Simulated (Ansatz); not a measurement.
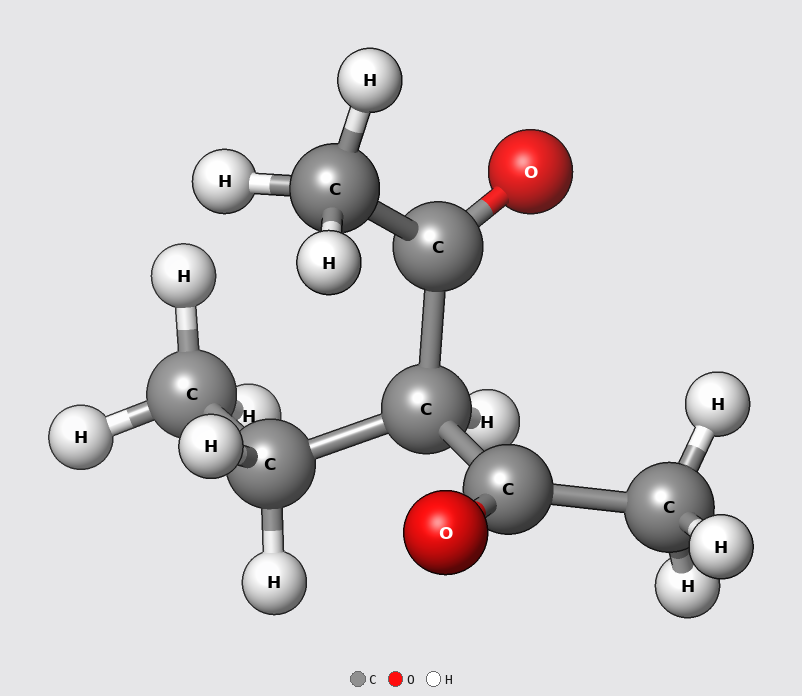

Starting geometry of the run.

The calculation was set up as follows.

```yaml
crystal:
  periodic: [false, false, false]
  atoms:
    - {symbol: C, position_ang: [0.307204, -1.713651, -1.783909]}
    - {symbol: C, position_ang: [0.479836, -1.332475, -0.324017]}
    - {symbol: C, position_ang: [0.415851, 0.172638, -0.098851]}
    - {symbol: C, position_ang: [-0.943957, 0.798672, -0.416183]}
    - {symbol: C, position_ang: [-2.164937, 0.063069, 0.053610]}
    - {symbol: O, position_ang: [-1.007654, 1.862469, -0.980116]}
    - {symbol: C, position_ang: [0.711771, 0.545913, 1.352696]}
    - {symbol: C, position_ang: [1.388843, 1.866640, 1.561710]}
    - {symbol: O, position_ang: [0.390956, -0.178597, 2.261153]}
    - {symbol: H, position_ang: [1.080707, -1.255329, -2.405707]}
    - {symbol: H, position_ang: [-0.659232, -1.390453, -2.180567]}
    - {symbol: H, position_ang: [0.372121, -2.795487, -1.915938]}
    - {symbol: H, position_ang: [-0.266017, -1.825184, 0.302693]}
    - {symbol: H, position_ang: [1.448072, -1.689608, 0.039161]}
    - {symbol: H, position_ang: [1.129487, 0.694874, -0.742024]}
    - {symbol: H, position_ang: [-2.036534, -0.274969, 1.084808]}
    - {symbol: H, position_ang: [-3.034995, 0.710576, -0.035381]}
    - {symbol: H, position_ang: [-2.319358, -0.830577, -0.557237]}
    - {symbol: H, position_ang: [0.898551, 2.640332, 0.964774]}
    - {symbol: H, position_ang: [1.388818, 2.132024, 2.617248]}
    - {symbol: H, position_ang: [2.420479, 1.799125, 1.202078]}
basis:
  gaussian: {orbitals: "6-31G*"}
hamiltonian: {xc: {name: BLYP}, dispersion: d4}
md: {timestep: 0.5 fs, n_steps: 20, ensemble: nvt_langevin, temperature: 1000, initial_velocities: maxwell_boltzmann, friction: 0.01, seed: 524}
```

Command:

```sh
ansatz run in.yaml --threads 5 --pin off --events-out ev --progress --plain --max-ram 66560MiB --backend cpu
```

What the program printed (its end):

```
mean field -11542.79191441 eV, -424.1897788691 hartree, gradient 2.3e-5 eV, S^2 0.000000; 1 other end points of the search recorded, 0 dependent functions left out
the calculation of the forces begins
reference -11542.79223683 eV, -424.1897907181 hartree; 35, 35 occupied and 124, 124 virtual orbitals, 1959 factors
md step    20: t =    10.00 fs  T =   602.5 K  F+E_penalty+E_count = -11543.94481564 eV  E_kin = 1.635332 eV  (55 SCF iters, 3 dispersion substeps)
Total energy: -11543.94513807 eV, -424.2321590571 hartree
Atom 0 at     0.284184    -1.680874    -1.687717 Å, force    -0.999553    -1.740949    -1.479908 eV/Å
Atom 1 at     0.438760    -1.390043    -0.265217 Å, force     0.390077     0.199780     2.270481 eV/Å
Atom 2 at     0.495640     0.176265    -0.118642 Å, force    -2.072096    -1.283900     1.700687 eV/Å
Atom 3 at    -0.880298     0.821058    -0.426756 Å, force     0.249686     0.175783    -2.995351 eV/Å
Atom 4 at    -2.121992     0.116729    -0.056678 Å, force    -1.047224     0.618604     4.094866 eV/Å
Atom 5 at    -0.970665     1.887543    -1.043971 Å, force     0.613967     0.372546     0.455498 eV/Å
Atom 6 at     0.672062     0.539611     1.387105 Å, force    -0.124708    -1.515065    -0.597053 eV/Å
Atom 7 at     1.276313     1.870292     1.572730 Å, force    -0.795806     0.805364     0.162518 eV/Å
Atom 8 at     0.382333    -0.305777     2.232635 Å, force     0.028640     0.592538     0.467674 eV/Å
Atom 9 at     1.029663    -1.091825    -2.156954 Å, force     0.845711     0.752328    -1.334186 eV/Å
Atom 10 at    -0.704021    -1.407351    -2.061761 Å, force    -0.265279     0.132724    -0.389952 eV/Å
Atom 11 at     0.482974    -2.736627    -1.988781 Å, force    -0.177081     0.233621     0.284454 eV/Å
Atom 12 at    -0.319117    -1.860669     0.459085 Å, force     0.980485     0.616478    -0.958257 eV/Å
Atom 13 at     1.456106    -1.770133    -0.014737 Å, force    -0.355158     0.095154     0.598323 eV/Å
Atom 14 at     1.228689     0.599720    -0.774029 Å, force     0.633517     0.563151    -0.426881 eV/Å
Atom 15 at    -1.878244    -0.027688     1.068584 Å, force    -0.713267    -0.465551    -0.952462 eV/Å
Atom 16 at    -2.982141     0.827347     0.005420 Å, force     0.440545    -0.222633    -0.619386 eV/Å
Atom 17 at    -2.488866    -0.843698    -0.397895 Å, force     0.492851    -0.498019    -0.629519 eV/Å
Atom 18 at     0.609829     2.666472     1.080970 Å, force     0.792627    -0.642548     0.947316 eV/Å
Atom 19 at     1.621617     2.004679     2.610849 Å, force    -0.287677     0.539968    -0.162328 eV/Å
Atom 20 at     2.097971     1.742071     0.898515 Å, force     1.369741     0.670626    -0.436533 eV/Å
Dipole moment:     0.185337    -0.124580    -0.052964 e Å
```

Self-consistency was reached.
